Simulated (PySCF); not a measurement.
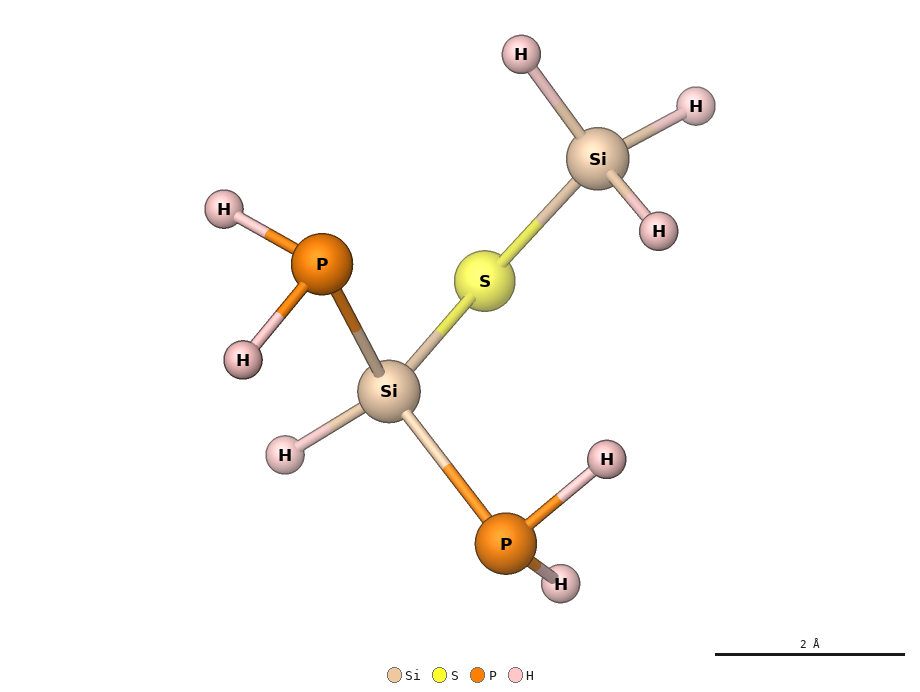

Atoms fade into the background with distance from the viewer. The geometry was computed by an optimisation with PBE0-D3(BJ)/def2-SVP. No frequency run is at hand to confirm it as a minimum. Masses are those of the most abundant isotopes; constants are for the rigid equilibrium geometry.

**Classify the rotor and give the rotational constants (MHz).**

An asymmetric top (C1): A = 1596, B = 1075, C = 847 MHz. Ray's parameter κ is −0.39, nearer the prolate limit.
